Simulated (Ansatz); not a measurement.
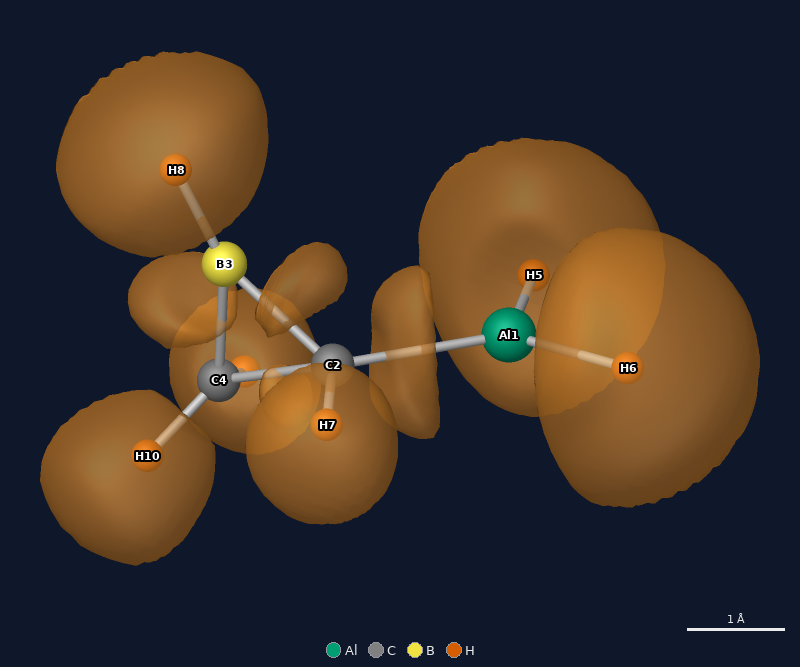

*C2H6AlB. Isosurface of the electron localisation function at 0.85 (orange), seen from one side. Core shells and regions of very low density are left out.*

All numbers below come from RHF/def2-SVP in Ansatz.

```xyz
10

Al   -0.6751    1.6548    0.2669
C     0.2528   -0.0302    0.5035
B    -0.3486   -1.3910    0.1488
C     0.7723   -0.8488   -0.7300
H    -1.3746    1.9714   -1.1183
H    -0.7499    2.7053    1.4469
H     0.8727   -0.0615    1.4024
H    -1.0812   -2.2758    0.4536
H     0.5721   -0.4247   -1.7099
H     1.7595   -1.2995   -0.6640
```

Describe the localisation domains.

At this value the surface marks out one region between bonded Al–C atoms (shared pairs), two regions between bonded B–C atoms (shared pairs), one region between bonded C–C atoms (shared pairs) and six regions around hydrogen nuclei. Profiles from the grid: C–B (1.52 Å): the ELF peaks at about 0.90 between the atoms; a covalent bond. C–C (1.57 Å): the ELF peaks at about 0.90 between the atoms; localised, covalent bonding.
